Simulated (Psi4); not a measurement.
**SiH2 (SMILES [SiH2]): CAM-B3LYP/aug-cc-pVTZ**

Aim: the vertical ionisation energy of SiH2 at CAM-B3LYP/aug-cc-pVTZ, from 2 runs. 

The results are computed with Psi4 1.11.

2 further runs of the same task are left out: 2 set aside as unsound or not needed.

## Step 1: The system as given

SiH2: 3 atoms, total charge 0, spin state singlet. As SMILES, `[SiH2]`. The shape is that of a PBE0-D4/def2-TZVP optimisation.

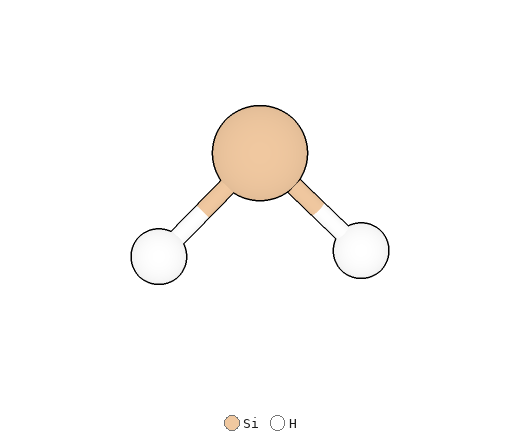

The structure, seen from a chosen angle (silicon light orange, hydrogen white).

## Step 2: Energy and forces at CAM-B3LYP/aug-cc-pVTZ

input.json reads:

```json
{
 "schema_name": "qcschema_input",
 "schema_version": 1,
 "molecule": {
  "schema_name": "qcschema_molecule",
  "schema_version": 2,
  "symbols": ["Si", "H", "H"],
  "geometry": [-0.92823347, 0.88552566, -0.4036455, 1.58793686, 1.09339554, 0.9873819, -0.65970339, -1.9789212, -0.5837364],
  "molecular_charge": 0,
  "molecular_multiplicity": 1,
  "fix_symmetry": "c1",
  "fix_com": true,
  "fix_orientation": true
 },
 "driver": "gradient",
 "model": {
  "method": "cam-b3lyp",
  "basis": "aug-cc-pVTZ"
 },
 "keywords": {
  "reference": "rks",
  "puream": true,
  "e_convergence": 1e-09,
  "d_convergence": 1e-08,
  "scf_type": "pk",
  "dft_radial_points": 99,
  "dft_spherical_points": 590,
  "scf_properties": ["WIBERG_LOWDIN_INDICES", "QUADRUPOLE", "MULLIKEN_CHARGES"]
 }
}
```

Run with:

```sh
$ psi4 --qcschema input.json -n 1 --memory 2200MB
```

stdout:

```text
[...]
  Running in c1 symmetry.
[...]
  Nuclear repulsion =    9.956246047361171
[...]
  Multiplicity = 1
[...]
  Nalpha       = 8
  Nbeta        = 8
[...]
    Number of basis functions: 96
[...]
   @RKS iter   1:  -290.60547457143377   -4.68634e-01   2.24188e-03 ADIIS/DIIS
[...]
   @RKS iter   8:  -290.62238204852292   -6.25846e-11   8.25627e-09 DIIS
[...]
    Orbital Energies [Eh]
    ---------------------
    Doubly Occupied:
       1A    -66.233408     2A     -5.374275     3A     -3.739269
       4A     -3.730352     5A     -3.727482     6A     -0.582640
       7A     -0.389885     8A     -0.300304
[...]
  @RKS Final Energy:  -290.62238204852292
   => Energetics <=
    Nuclear Repulsion Energy =              9.9562460473611711
    One-Electron Energy =                -421.7286933762003400
    Two-Electron Energy =                 137.4685493296658763
    DFT Exchange-Correlation Energy =     -16.3184840493496282
    Empirical Dispersion Energy =           0.0000000000000000
    VV10 Nonlocal Energy =                  0.0000000000000000
    Total Energy =                       -290.6223820485229226
[...]
 Multipole Moments:
 ------------------------------------------------------------------------------------
     Multipole            Electronic (a.u.)      Nuclear  (a.u.)        Total (a.u.)
 ------------------------------------------------------------------------------------
 L = 1.  Multiply by 2.5417464519 to convert [e a0] to [Debye]
 Dipole X            :         12.1016616          -12.0670351            0.0346265
 Dipole Y            :        -11.5448401           11.5118336           -0.0330066
 Dipole Z            :          5.2624520           -5.2473915            0.0150605
 Magnitude           :                                                    0.0501522
 L = 2.  Multiply by 1.3450342976 to convert [e a0^2] to [Debye ang]
 Quadrupole XX       :        -27.2481783           15.0193953          -12.2287831
 Quadrupole XY       :          9.3275503           -8.4658997            0.8616506
[...]
  Mulliken Charges: (a.u.)
   Center  Symbol    Alpha    Beta     Spin     Total
       1    SI     6.88001  6.88001  0.00000  0.23998
       2     H     0.55999  0.55999  0.00000 -0.11999
       3     H     0.56000  0.56000  0.00000 -0.12000
   Total alpha =  8.00000, Total beta =  8.00000, Total charge =  0.00000
  Wiberg Bond Indices using Orthogonal Lowdin Orbitals:
[...]
  -Total Gradient:
     Atom            X                  Y                   Z
    ------   -----------------  -----------------  -----------------
       1       -0.002114836872     0.002025154780    -0.000918776652
       2        0.001486038584    -0.000421830803     0.000759550616
       3        0.000628677092    -0.001603207637     0.000159173416
[...]
```

The result, in JSON:

```text
{
 "driver": "gradient",
 "model": {
  "method": "cam-b3lyp",
  "basis": "aug-cc-pVTZ"
 },
 "success": true,
 "return_result": [-0.0021148368723089145, 0.0020251547803507297, -0.0009187766523068713, 0.0014860385838060541, -0.0004218308025761338, 0.0007595506155984449, 0.0006286770922780335, -0.0016032076366218895, 0.00015917341595607544],
 "properties": {
  "calcinfo_nbasis": 96,
  "calcinfo_nmo": 96,
  "calcinfo_nalpha": 8,
  "calcinfo_nbeta": 8,
  "calcinfo_natom": 3,
  "nuclear_repulsion_energy": 9.956246047361171,
  "return_energy": -290.6223820485229,
  "return_gradient": [-0.0021148368723089145, 0.0020251547803507297, -0.0009187766523068713, 0.0014860385838060541, -0.0004218308025761338, 0.0007595506155984449, 0.0006286770922780335, -0.0016032076366218895, 0.00015917341595607544],
  "scf_one_electron_energy": -421.72869337620034,
  "scf_two_electron_energy": 137.46854932966588,
  "scf_xc_energy": -16.318484049349628,
  "scf_dipole_moment": [0.034626519530672084, -0.03300655863869295, 0.015060511036987911],
  "scf_total_energy": -290.6223820485229,
  "scf_total_gradient": [-0.0021148368723089145, 0.0020251547803507297, -0.0009187766523068713, 0.0014860385838060541, -0.0004218308025761338, 0.0007595506155984449, 0.0006286770922780335, -0.0016032076366218895, 0.00015917341595607544],
  "scf_iterations": 8
 }
}
```

Wall time 17 s (1 thread of Intel Xeon 6975P-C (Granite Rapids), shared host); peak memory 1.1 GiB.

## Step 3: The doublet cation

job.py reads:

```python
import psi4

psi4.set_memory(2200000000)
psi4.set_num_threads(1)
psi4.set_output_file('h2si.out', False)

mol = psi4.geometry("""
1 2
Si    -0.491200     0.468600    -0.213600
H      0.840300     0.578600     0.522500
H     -0.349100    -1.047200    -0.308900
symmetry c1
no_reorient
no_com
""")

options = {'basis': 'aug-cc-pVTZ', 'reference': 'uks', 'puream': True, 'e_convergence': 1e-09, 'd_convergence': 1e-08, 'scf_type': 'pk', 'dft_radial_points': 99, 'dft_spherical_points': 590, 'maxiter': 100}
psi4.set_options(options)

E = psi4.gradient("cam-b3lyp")
print('gradient / Eh bohr^-1')
print(E.np.round(6))
for k, v in sorted(psi4.core.scalar_variables().items()):
    print(f'{k:45s} {v:18.10f}')
```

Run with:

```sh
$ python job.py
```

h2si.out:

```text
[...]
  Running in c1 symmetry.
[...]
  Nuclear repulsion =    9.956246036569164
[...]
  Multiplicity = 2
[...]
  Nalpha       = 8
  Nbeta        = 7
[...]
    Number of basis functions: 96
[...]
   @UKS iter   1:  -290.25345237691045   -1.16612e-01   1.83365e-03 DIIS/ADIIS
[...]
   @UKS iter  10:  -290.27452715386471   -1.15392e-11   2.91958e-09 DIIS
[...]
   @S^2 Observed:                7.544616855E-01
[...]
    Orbital Energies [Eh]
    ---------------------
    Alpha Occupied:
       1A    -66.584149     2A     -5.719921     3A     -4.084199
       4A     -4.079055     5A     -4.072755     6A     -0.887211
       7A     -0.677471     8A     -0.630773
    Alpha Virtual:
       9A     -0.347289    10A     -0.198213    11A     -0.151377
      12A     -0.113599    13A     -0.096441    14A     -0.091311
      15A     -0.089114    16A     -0.088779    17A     -0.081520
      18A     -0.081378    19A     -0.040549    20A     -0.033716
      21A      0.035737    22A      0.047071    23A      0.052786
      24A      0.057038    25A      0.065410    26A      0.083489
[...]
  @UKS Final Energy:  -290.27452715386471
   => Energetics <=
    Nuclear Repulsion Energy =              9.9562460365691638
    One-Electron Energy =                -416.5334638428199128
    Two-Electron Energy =                 132.4614276862297118
    DFT Exchange-Correlation Energy =     -16.1587370338436287
    Empirical Dispersion Energy =           0.0000000000000000
    VV10 Nonlocal Energy =                  0.0000000000000000
    Total Energy =                       -290.2745271538647103
[...]
 Multipole Moments:
 ------------------------------------------------------------------------------------
     Multipole            Electronic (a.u.)      Nuclear  (a.u.)        Total (a.u.)
 ------------------------------------------------------------------------------------
 L = 1.  Multiply by 2.5417464519 to convert [e a0] to [Debye]
 Dipole X            :         11.1785529          -12.0670351           -0.8884823
 Dipole Y            :        -10.6642291           11.5118336            0.8476045
 Dipole Z            :          4.8610321           -5.2473915           -0.3863594
 Magnitude           :                                                    1.2872870
[...]
  -Total Gradient:
     Atom            X                  Y                   Z
    ------   -----------------  -----------------  -----------------
       1       -0.030852345367     0.029440009589    -0.013415431437
       2        0.009180949671    -0.023252070357     0.002342776497
       3        0.021671278893    -0.006187827191     0.011072604217
[...]
```

The script printed:

```text
gradient / Eh bohr^-1
[[-0.030852  0.02944  -0.013415]
 [ 0.009181 -0.023252  0.002343]
 [ 0.021671 -0.006188  0.011073]]
CURRENT ENERGY                                   -290.2745271539
CURRENT REFERENCE ENERGY                         -290.2745271539
DD SOLVATION ENERGY                                 0.0000000000
DFT FUNCTIONAL TOTAL ENERGY                      -290.2745271539
DFT TOTAL ENERGY                                 -290.2745271539
DFT VV10 ENERGY                                     0.0000000000
DFT XC ENERGY                                     -16.1587370338
GRID ELECTRONS ALPHA                                8.0000000886
GRID ELECTRONS BETA                                 7.0000000652
GRID ELECTRONS TOTAL                               15.0000001538
NUCLEAR REPULSION ENERGY                            9.9562460366
ONE-ELECTRON ENERGY                              -416.5334638428
PCM POLARIZATION ENERGY                             0.0000000000
PE ENERGY                                           0.0000000000
SCF ITERATION ENERGY                             -290.2745271539
SCF ITERATIONS                                     10.0000000000
SCF TOTAL ENERGY                                 -290.2745271539
TWO-ELECTRON ENERGY                               132.4614276862
XC GRID RADIAL POINTS                              99.0000000000
XC GRID SPHERICAL POINTS                          590.0000000000
XC GRID TOTAL POINTS                           171163.0000000000
```

Run time: 21 s. Hardware: 1 thread of Intel Xeon 6975P-C (Granite Rapids), shared host; peak memory 1.1 GiB.

## Step 4: Results

Level: CAM-B3LYP/aug-cc-pVTZ.

| quantity | value |
| --- | --- |
| singlet SiH2: total energy | -290.62238 Eh |
| singlet SiH2: dipole moment | 0.13 D |
| singlet SiH2: HOMO energy | -8.17 eV |
| singlet SiH2: LUMO energy | -2.03 eV |
| singlet SiH2: HOMO–LUMO gap | 6.14 eV |
| singlet SiH2: largest force on an atom | 0.158 eV/Å |
| doublet cation: total energy | -290.27453 Eh |
| doublet cation: HOMO energy (highest over α and β) | -17.16 eV |
| doublet cation: LUMO energy (lowest over α and β) | -10.82 eV |
| doublet cation: ⟨S²⟩ | 0.754 |
| doublet cation: largest force on an atom | 2.299 eV/Å |
| vertical ionisation energy (to the doublet cation) | 9.466 eV |

In words: Removing an electron at fixed nuclei costs 9.47 eV (913 kJ/mol). −ε(HOMO) before ionisation, 8.17 eV, is 1.29 eV below this ionisation energy. Mulliken charges (singlet SiH2) run from -0.12 on H3 to +0.24 on Si1; in a basis this large or diffuse they mean little.
